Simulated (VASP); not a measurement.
Band structure of AlN (zinc blende). Computed with PBE GGA, VASP's PBE PAW potentials (set 64) (plane waves; VASP 6.6.1).

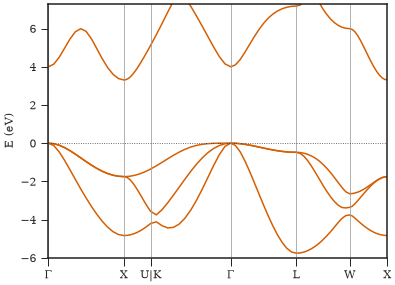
Bands along high-symmetry lines, zero at the valence-band maximum or, without a gap, the Fermi level

Question: Read the plot: is there a gap, and where are the band edges?

Answer: The gap is indirect, 3.31 eV, from the valence maximum at Γ to the conduction minimum at X. (Edges off the drawn lines would not show.)

Measured: gap 5.34 eV (computed value off by -2.03 eV), as given by Daiki Deguchi et al., Japanese Journal of Applied Physics (2016), arXiv:1512.06930.

The compound is AlN in the zinc blende structure, a metastable form; wurtzite is the usual one. It was relaxed first.
